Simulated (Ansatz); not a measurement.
C$_{6}$H$_{14}$Cl$_{2}$Ge

Input file:

```
crystal:
  periodic: [false, false, false]
  atoms:
    - {symbol: Ge, position_ang: [-0.664529, -0.037494, -0.464040]}
    - {symbol: C, position_ang: [-0.820824, 0.211646, 1.492478]}
    - {symbol: C, position_ang: [-0.084075, -0.929031, 2.206937]}
    - {symbol: C, position_ang: [-2.289381, 0.337403, 1.907984]}
    - {symbol: H, position_ang: [-0.296980, 1.174908, 1.683950]}
    - {symbol: H, position_ang: [0.991853, -0.972818, 1.938258]}
    - {symbol: H, position_ang: [-0.534734, -1.912948, 1.960515]}
    - {symbol: H, position_ang: [-0.144966, -0.802366, 3.308824]}
    - {symbol: H, position_ang: [-2.371691, 0.510685, 3.001902]}
    - {symbol: H, position_ang: [-2.789975, 1.178329, 1.388009]}
    - {symbol: H, position_ang: [-2.850530, -0.589346, 1.668374]}
    - {symbol: C, position_ang: [1.135599, -0.190735, -1.270433]}
    - {symbol: C, position_ang: [1.966423, 1.043185, -0.895316]}
    - {symbol: C, position_ang: [1.036019, -0.417112, -2.781217]}
    - {symbol: H, position_ang: [1.568127, -1.095337, -0.787290]}
    - {symbol: H, position_ang: [2.072522, 1.165624, 0.202541]}
    - {symbol: H, position_ang: [1.508100, 1.971021, -1.296098]}
    - {symbol: H, position_ang: [2.990000, 0.967236, -1.320093]}
    - {symbol: H, position_ang: [2.046786, -0.542232, -3.224215]}
    - {symbol: H, position_ang: [0.441373, -1.321065, -3.020061]}
    - {symbol: H, position_ang: [0.551829, 0.446930, -3.281134]}
    - {symbol: Cl, position_ang: [-1.665524, 1.654823, -1.445162]}
    - {symbol: Cl, position_ang: [-1.795431, -1.851308, -0.974724]}
basis:
  gaussian: {orbitals: def2-TZVP, initial_orbitals: start.molden}
hamiltonian: {xc: pbe0, dispersion: d4}
scf: {omitted_lower_state_checks: [starts]}
output: {forces: true, orbitals: {seedname: orbitals}}
```

Run with:

```sh
ansatz run in.yaml --threads 4 --pin off --events-out ev --progress --plain --max-ram 6963MiB
```

Geometry: PBE-D4/def2-SVP; not at a stationary point (largest force 0.5 eV/Å).

Computed with RKS PBE0-D4/def2-TZVP in Ansatz.

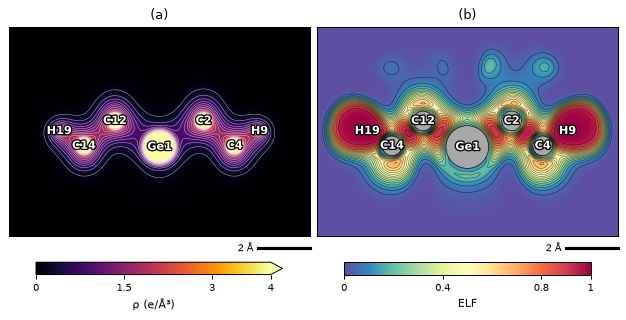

Figure 1. (a) electron density; (b) ELF on the plane of atoms Ge1, C2 and C4. Grey discs cover the atomic cores in the ELF map.

Q: What does the map show?

A:
- Atoms in the plane: Ge, C and H.
- C–C (1.53 Å): ρ is about 1.6 e/Å³ halfway; the ELF peaks at about 0.95 between the atoms, as expected for a covalent bond.
- C–Ge (1.98 Å): the density is about 0.87 e/Å³ at the midpoint; the ELF peaks at about 0.90 in the valence shell of C, 0.7 Å from its nucleus, and is about 0.75 at the midpoint.
- C–H (1.11 Å): the density is about 1.9 e/Å³ at the midpoint; the ELF climbs to about 1 towards the hydrogen, as it does in any bond to H (a covalent bond by its length).

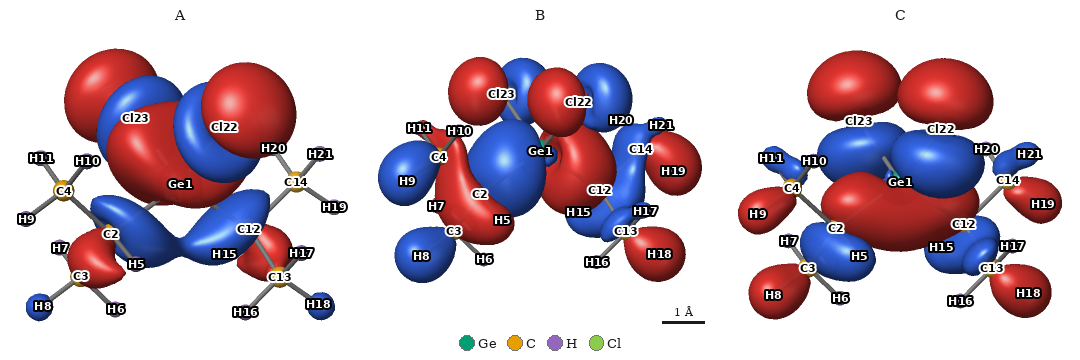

Figure 2. Three frontier orbitals at ±0.08 Å⁻³ᐟ² (blue and red are the two phases), in no order.

Q: Which picture is the HOMO−1, the HOMO and the LUMO?

A: C is the HOMO−1 (−8.65 eV). Its weight (Hirshfeld) is mainly on Cl23 (about 25 %), Cl22 (about 25 %), Ge1 (about 15 %), C12 (about 5 %) and C2 (about 5 %). B is the HOMO (−7.77 eV). By Hirshfeld shares it lies mainly on C12 (about 15 %), C2 (about 15 %), Ge1 (about 15 %), Cl23 (about 10 %) and Cl22 (about 10 %). A is the LUMO (−0.21 eV). Its weight (Hirshfeld) is mainly on Ge1 (about 30 %), Cl22 (about 20 %), Cl23 (about 20 %), C12 (about 5 %) and C2 (about 5 %).

Q: What is the HOMO–LUMO gap?

A: 7.56 eV between the orbital energies.

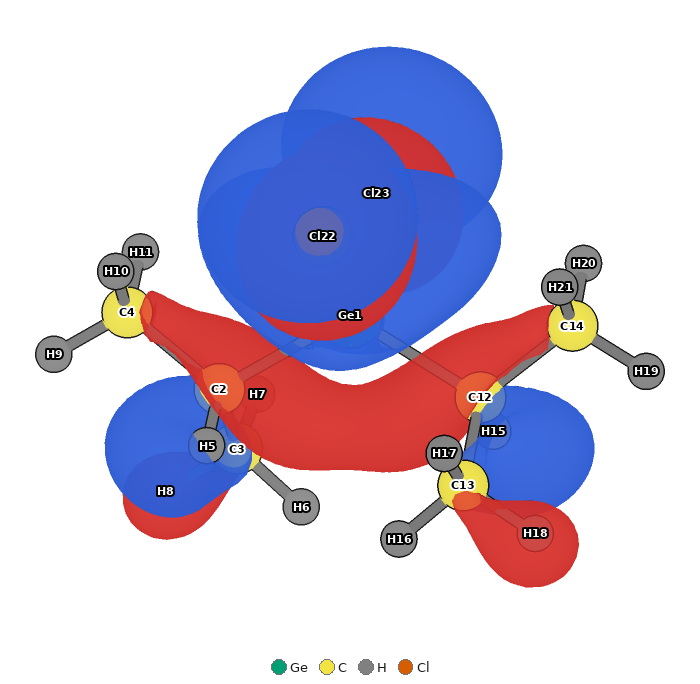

Figure 3. The LUMO at ±0.05 Å⁻³ᐟ² (red and blue are the two phases), seen at a tilt.

Q: Describe this orbital and give its energy.

A: By Hirshfeld shares it lies mainly on Ge1 (about 30 %), Cl22 (about 20 %), Cl23 (about 20 %), C12 (about 5 %) and C2 (about 5 %). Its energy is −0.21 eV.
